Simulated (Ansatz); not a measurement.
## Electronic structure of C2H8GeO (charge +1, doublet) in real space

```json
{"atom": "C", "x (Å)": "0.2163", "y (Å)": "0.9886", "z (Å)": "-1.6455"}
{"atom": "C", "x (Å)": "-1.6344", "y (Å)": "-1.2778", "z (Å)": "-0.0556"}
{"atom": "Ge", "x (Å)": "-0.1765", "y (Å)": "0.0024", "z (Å)": "-0.0210"}
{"atom": "O", "x (Å)": "1.3721", "y (Å)": "-1.3544", "z (Å)": "-0.1528"}
{"atom": "H", "x (Å)": "0.2595", "y (Å)": "0.2831", "z (Å)": "-2.4905"}
{"atom": "H", "x (Å)": "-0.6099", "y (Å)": "1.6987", "z (Å)": "-1.8076"}
{"atom": "H", "x (Å)": "1.1527", "y (Å)": "1.5578", "z (Å)": "-1.5682"}
{"atom": "H", "x (Å)": "-1.5322", "y (Å)": "-1.9119", "z (Å)": "-0.9507"}
{"atom": "H", "x (Å)": "-1.6665", "y (Å)": "-1.8937", "z (Å)": "0.8535"}
{"atom": "H", "x (Å)": "-2.5734", "y (Å)": "-0.7058", "z (Å)": "-0.1214"}
{"atom": "H", "x (Å)": "1.4090", "y (Å)": "-2.1349", "z (Å)": "0.4234"}
{"atom": "H", "x (Å)": "2.2820", "y (Å)": "-1.0653", "z (Å)": "-0.3289"}
```

Geometry: PBE0-D3(BJ)/def2-SVP.

All numbers below come from Ansatz 0.2.0, isolated molecule in a Gaussian basis; Kohn-Sham density functional theory, functional PBE0.

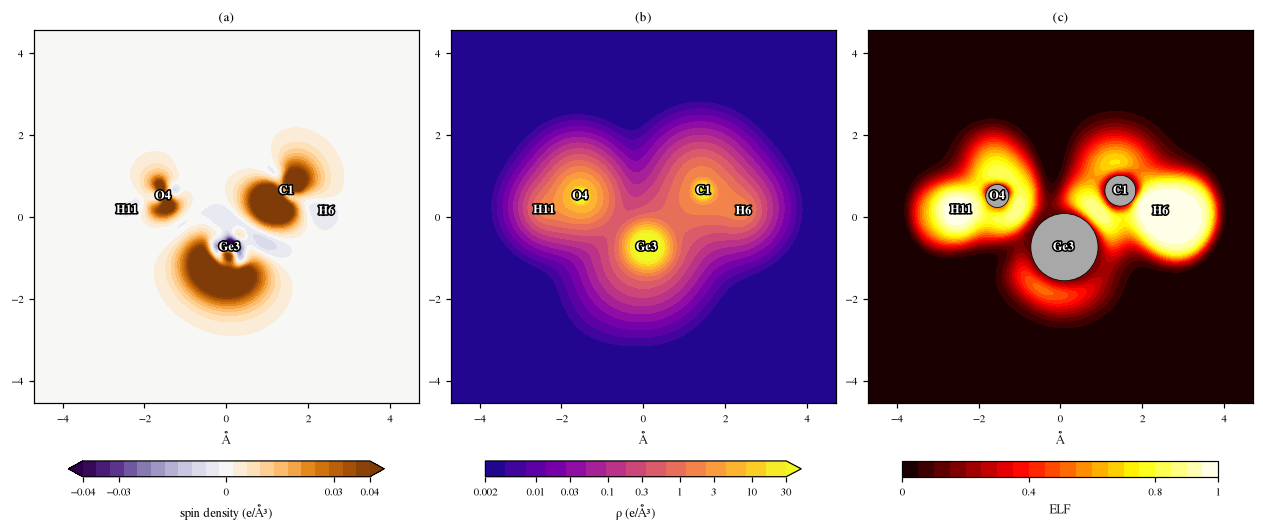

Figure 1. (a) spin density (α minus β); (b) electron density; (c) electron localisation function on the plane of atoms C1, Ge3 and O4. Grey discs cover the atomic cores in the ELF map.

What do the fields say about this system?

Answer. The plane passes through C, Ge, O and H nuclei.
C–Ge (1.94 Å): ρ at the midpoint is about 0.89 e/Å³; the ELF peaks at about 0.90 between the atoms; localised, covalent bonding.
Ge–O (2.06 Å): ρ is about 0.49 e/Å³ halfway; the ELF peaks at about 0.90 in the valence shell of O, 0.6 Å from its nucleus, and is about 0.30 at the midpoint.
O–H (0.97 Å): ρ at the midpoint is about 3.8 e/Å³; the ELF climbs to about 1 towards the hydrogen, as it does in any bond to H; a covalent bond by its length.
C–H (1.10 Å): ρ is about 1.9 e/Å³ halfway; the ELF climbs to about 1 towards the hydrogen: a covalent bond by its length.
The unpaired spin (1 electron) lies mostly on Ge3 (about 0.7), C1 (about 0.1) and C2 (about 0.1), in electrons by Hirshfeld's partition.

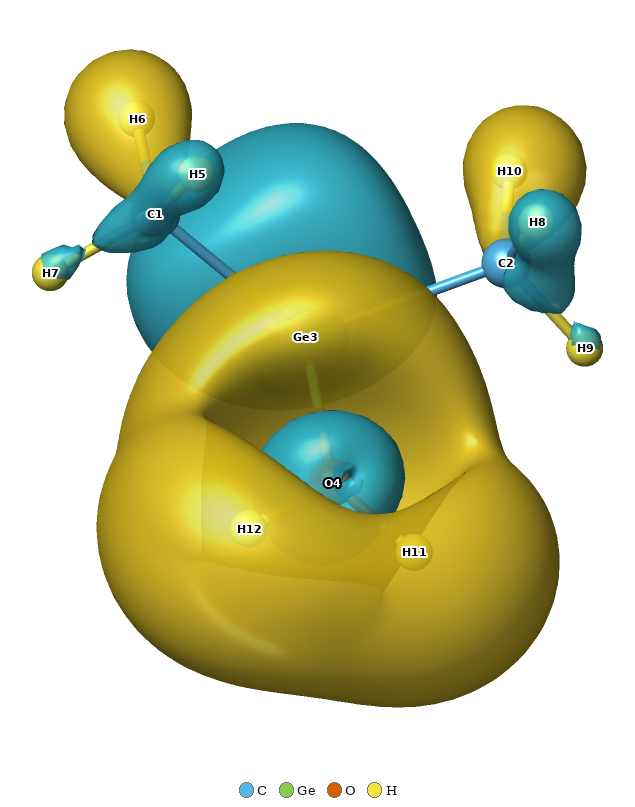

Figure 2. The LUMO (α) at ±0.08 Å⁻³ᐟ² (yellow and cyan are the two phases), seen at an oblique angle.

What is the character of this orbital?

Answer. Its weight (Hirshfeld) is mainly on Ge3 (about 45 %), O4 (about 15 %), H11 (about 15 %) and H12 (about 15 %). Its energy is −5.77 eV.

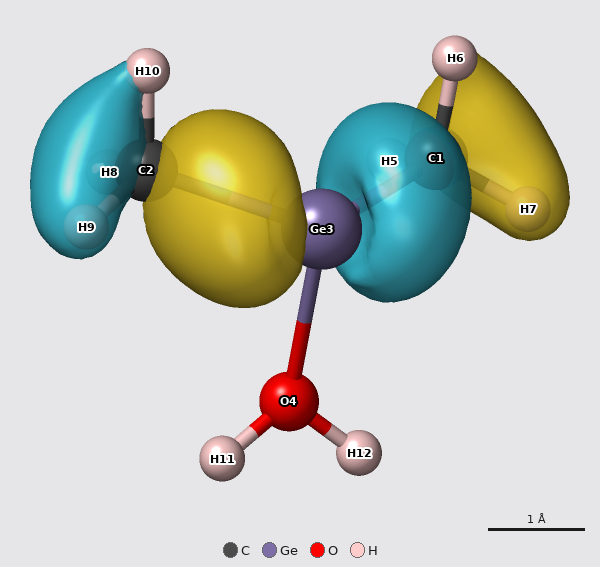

Figure 3. The HOMO (β) at ±0.15 Å⁻³ᐟ² (yellow and cyan are the two phases), seen at a tilt.

Describe this orbital and give its energy.

Answer. Its weight (Hirshfeld) is mainly on Ge3 (about 30 %), C1 (about 25 %) and C2 (about 25 %). Its energy is −13.67 eV.
